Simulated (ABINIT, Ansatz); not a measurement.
# Quasiparticle gap of SiC (F-43m) in ABINIT, part 3 of 3

How does a plane-wave GW calculation on SiC (F-43m) run from the first input to the gap?

ABINIT 10.8.3; PBE and many-body steps on it, plane waves. Known limits of the many-body steps: not at the basis limit.

So far. Step 4 (Empty states on the mesh, 8×8×8 mesh, 125 bands): On this mesh the gap is 1.361 eV. Step 5 (Screening, 8×8×8 mesh, 117 bands, screening to 239.5 eV): Local fields lower ε∞ by 9 %.

**6. Self-energy, 8×8×8 mesh, 117 bands, screening to 239.5 eV**

The self-energy is evaluated for the states that the input lists, and the levels follow from it, in one-shot runs by the linearised quasiparticle equation.

This step: G0W0 on PBE, plane waves, norm-conserving pseudopotentials.

The input, run.abi:

```
acell 3*1.0 Angstrom
rprim 
  -0.000000000000 2.179000000000 2.179000000000
  2.179000000000 0.000000000000 2.179000000000
  2.179000000000 2.179000000000 -0.000000000000
ntypat 2
znucl 14 6
natom 2
typat 1 2
xred 
  0.000000000000 0.000000000000 0.000000000000
  0.250000000000 0.250000000000 0.250000000000
pp_dirpath "pseudos"
pseudos "Si.upf, C.upf"
ecut 37
ngkpt 8 8 8
nshiftk 1
shiftk 0 0 0
kptopt 1
chksymbreak 0
istwfk *1
occopt 1
irdwfk 1
optdriver 4
nband 117
gwcalctyp 0
ecutsigx 37
symsigma 1
nkptgw 2
kptgw 
  0.0000000000 0.0000000000 0.0000000000
  0.5000000000 0.5000000000 0.0000000000
bdgw 
  2 8
  3 6
ecuteps 8.8
irdscr 1
ppmodel 1
indata_prefix "in"
outdata_prefix "out"
tmpdata_prefix "tmp"
```

The run is started by

```bash
$ OMP_NUM_THREADS=1 mpirun -n 8 abinit run.abi > log
```

Numbers of over 12 decimals in the logs are rounded to 6 here.

The log of the run:

```text
.Version 10.8.3 of ABINIT. v10.8.2 released Aug 2026.

 Symmetries : space group F-4 3 m (#216); Bravais cF (face-center cubic)
[... echo of the input left out ...]
== DATASET  1 ==================================================================
-   mpi_nproc: 8, omp_nthreads: 1 (-1 if OMP is not activated)

--- !DatasetInfo
iteration_state: {dtset: 1, }
dimensions: {natom: 2, nkpt: 29, mband: 117, nsppol: 1, nspinor: 1, nspden: 1, mpw: 1524, }
cutoff_energies: {ecut:  37.0, pawecutdg:  -1.0, }
electrons: {nelect:   8.00000000E+00, charge:   0.00000000E+00, occopt:   1.00000000E+00, tsmear:   1.00000000E-02, }

 SIGMA: Calculation of the GW corrections

 Based on a program developped by R.W. Godby, V. Olevano, G. Onida, and L. Reining.
 Incorporated in ABINIT by V. Olevano, G.-M. Rignanese, and M. Torrent.
.Using double precision arithmetic ; gwpc =  8

[... cell and pseudopotentials left out ...]
--------------------------------------------------------------------------------

 ==== K-mesh for the wavefunctions ====
 Number of points in the irreducible wedge :    29
[... list of points left out ...]
 Together with 24 symmetry operations and time-reversal symmetry
 yields   512 points in the full Brillouin Zone.

 ==== Q-mesh for screening function ====
 Number of points in the irreducible wedge :    29
[... list of points left out ...]
 Together with 24 symmetry operations and time-reversal symmetry
 yields   512 points in the full Brillouin Zone.

 vcoul_init : cutoff-mode = AUXILIARY_FUNCTION
 q-points for optical limit:   1
     1)      0.000010    0.000020    0.000030
 setmesh: FFT mesh size selected  =    32x   32x   32
          total number of points  =        32768

 Number of electrons calculated from density =    8.0000; Expected =    8.0000
 average of density, n =  0.057292
 r_s =    1.6092
 omega_plasma =   23.0888 [eV]

 === KS Band Gaps ===
  >>>> For spin  1
   Minimum direct gap =   4.5530 [eV], located at k-point      :   0.5000  0.5000  0.0000
   Fundamental gap    =   1.3613 [eV], Top of valence bands at :   0.0000  0.0000  0.0000
                                       Bottom of conduction at :   0.5000  0.5000  0.0000
 SIGMA fundamental parameters:
 PLASMON POLE MODEL  1
 number of plane-waves for SigmaX                 1459
 number of plane-waves for SigmaC and W            169
 number of plane-waves for wavefunctions          1459
 number of bands                                   117
 number of independent spin polarizations            1
 number of spinorial components                      1
 number of k-points in IBZ                          29
 number of q-points in IBZ                          29
 number of symmetry operations                      24
 number of k-points in BZ                          512
 number of q-points in BZ                          512
 number of frequencies for dSigma/dE                 9
 frequency step for dSigma/dE [eV]                0.25
 number of omega for Sigma on real axis              0
 max omega for Sigma on real axis  [eV]           0.00
 zcut for avoiding poles [eV]                     0.10

 EPSILON^-1 parameters (SCR file):
 dimension of the eps^-1 matrix on file            169
 dimension of the eps^-1 matrix used               169
 number of plane-waves for wavefunctions          1459
 number of bands                                   117
 number of q-points in IBZ                          29
 number of frequencies                               2
 number of real frequencies                          1
 number of imag frequencies                          1

 matrix elements of self-energy operator (all in [eV])

 Perturbative Calculation

--- !SelfEnergy_ee
iteration_state: {dtset: 1, }
kpoint     : [   0.000,    0.000,    0.000, ]
spin       : 1
KS_gap     :    6.223
QP_gap     :    7.139
Delta_QP_KS:    0.916
data: !SigmaeeData |
     Band     E0 <VxcDFT>   SigX SigC(E0)      Z dSigC/dE  Sig(E)    E-E0       E
        2   6.835 -14.927 -17.547   1.841   0.792  -0.262 -15.544  -0.617   6.218
        3   6.835 -14.927 -17.547   1.841   0.792  -0.262 -15.544  -0.617   6.218
        4   6.835 -14.927 -17.547   1.841   0.792  -0.262 -15.544  -0.617   6.218
        5  13.058 -13.214  -7.586  -5.250   0.790  -0.266 -12.915   0.299  13.357
        6  14.146 -11.329  -5.851  -5.118   0.806  -0.241 -11.039   0.290  14.436
        7  14.146 -11.329  -5.851  -5.118   0.806  -0.241 -11.039   0.290  14.436
        8  14.146 -11.329  -5.851  -5.118   0.806  -0.241 -11.039   0.290  14.436

--- !SelfEnergy_ee
iteration_state: {dtset: 1, }
kpoint     : [   0.500,    0.500,    0.000, ]
spin       : 1
KS_gap     :    4.553
QP_gap     :    5.596
Delta_QP_KS:    1.043
data: !SigmaeeData |
     Band     E0 <VxcDFT>   SigX SigC(E0)      Z dSigC/dE  Sig(E)    E-E0       E
        3   3.643 -13.566 -17.410   2.673   0.782  -0.278 -14.482  -0.916   2.728
        4   3.643 -13.566 -17.410   2.673   0.782  -0.278 -14.482  -0.916   2.728
        5   8.196 -10.510  -6.435  -3.919   0.820  -0.219 -10.382   0.128   8.324
        6  11.168 -10.772  -5.999  -4.411   0.822  -0.216 -10.474   0.298  11.466

== END DATASET(S) ==============================================================
================================================================================

 -outvars: echo values of variables after computation  --------
           etotal      0.0000000000E+00
            nband         117
             nkpt          29
          spgroup         216
 [... the other variables as echoed above ...]

 Calculation completed.
```

Run time: 18 s. Hardware: 8 MPI ranks of Intel Xeon Platinum 8259CL at 2.50GHz (Skylake/Cascade Lake), shared host; peak memory 2 GiB.

This step gave:

```
G0W0 gap on the points computed              : 2.106 eV
starting gap on the mesh                     : 1.361 eV
k of the valence top                         : 0, 0, 0
k of the conduction bottom                   : 0.5, 0.5, 0
Z at the valence top                         : 0.792
Z at the conduction bottom                   : 0.82
least direct G0W0 gap on the computed points : 5.596 eV
```

The gap on the mesh goes from 1.36 eV to 2.11 eV, a correction of +0.74 eV.

Limits: finite bands, cutoff and mesh. v1 is the top filled band, c1 the lowest empty one. The levels before and after the correction (eV, zero at the valence-band top of each column):

|  | conduction bottom | valence top |
| --- | --- | --- |
| Kohn-Sham | 1.36 | 0.00 |
| G0W0 | 2.11 | 0.00 |

|  | level | energy (eV) |
| --- | --- | --- |
| Kohn-Sham | Γ v3-v1 | 0.000 |
| Kohn-Sham | Γ c1 | 6.223 |
| Kohn-Sham | Γ c2-c4 | 7.311 |
| Kohn-Sham | (0.5 0.5 0) v2-v1 | -3.192 |
| Kohn-Sham | (0.5 0.5 0) c1 | 1.361 |
| Kohn-Sham | (0.5 0.5 0) c2 | 4.333 |
| G0W0 | Γ v3-v1 | 0.000 |
| G0W0 | Γ c1 | 7.139 |
| G0W0 | Γ c2-c4 | 8.218 |
| G0W0 | (0.5 0.5 0) v2-v1 | -3.490 |
| G0W0 | (0.5 0.5 0) c1 | 2.106 |
| G0W0 | (0.5 0.5 0) c2 | 5.248 |

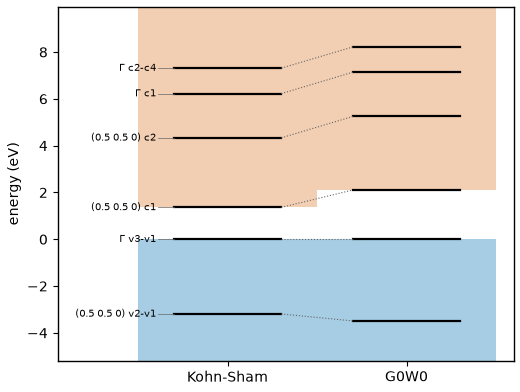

Levels before and after the correction. Shaded: valence and conduction bands.

**7. Where the time went**

Times are wall times on 8 MPI ranks of Intel Xeon Platinum 8259CL at 2.50GHz (Skylake/Cascade Lake), shared host, good to a factor of about two.

| step | time | share | memory (GiB) |
| --- | --- | --- | --- |
| ground state | 5.9 s | 3 % | 0.5 |
| bands along the symmetry lines | 4.9 s | 2 % | 0.51 |
| empty states on the mesh | 18 s | 8 % | 1.5 |
| screening | 3.1 min | 80 % | 2.0 |
| self-energy | 18 s | 8 % | 2.0 |

**8. Outcome**

| Item | Value |
| --- | --- |
| PBE gap | 1.36 eV, indirect |
| G0W0 gap on the mesh | 2.11 eV |
| GW settings | 8×8×8 mesh, 117 bands, screening to 239.5 eV, Godby-Needs plasmon pole |
| known limits | not at the basis limit |

What this shows: G0W0 moves the gap on the mesh from 1.36 eV to 2.11 eV (+0.74 eV), with Z of 0.79 and 0.82 at the edges. Local fields lower the RPA ε∞ on this mesh from 7.31 to 6.67. Only 2 of the mesh's irreducible points were corrected, so a valley elsewhere could overtake. The dearest step here is «screening». Against experiment, by G0W0@PBE: the gap of 2.11 eV lies −0.28 eV from the measured 2.39 eV (kind not stated, quoted 2020); the gap of 2.11 eV lies −0.29 eV from the measured 2.4 eV (indirect, 2018). The calculation has static nuclei and no excitons; a measured gap holds zero-point and thermal motion, which mostly lowers it. Bands and cutoff are finite, so the gap is not at the basis limit. The miss can reach some tenths of an eV and take either sign; the mesh is an error of its own. In the G0W0 run levels were corrected at 2 k points alone, so a gap called «on the mesh» is the least over those, and an edge elsewhere would be missed.

[Paths, hosts, dates, memory and timing lines, banners, echoed tables and standing remarks are left out of the program output.]

[Logs are printed without paths, hosts, clocks, repeated set-up lines and the standing remarks that a program may print on its own settings, such as how far it seeks lower states.]

[Runs of the session that timed out or met a known fault of the program may be left out.]

[Hosts, paths, dates, database ids (printed as entryN), source tags and the programs' standing remarks are cut or masked in the printed files.]

[G0W0 gaps are taken among the corrected bands and points alone; a level outside them can change the order at an edge.]

[Where Ansatz stands beside ABINIT at settings called matched, ABINIT's density can come from a denser mesh and the files from another edition; pairs whose starting gaps differed by over 0.03 eV were left out, so agreement reads better than it is.]
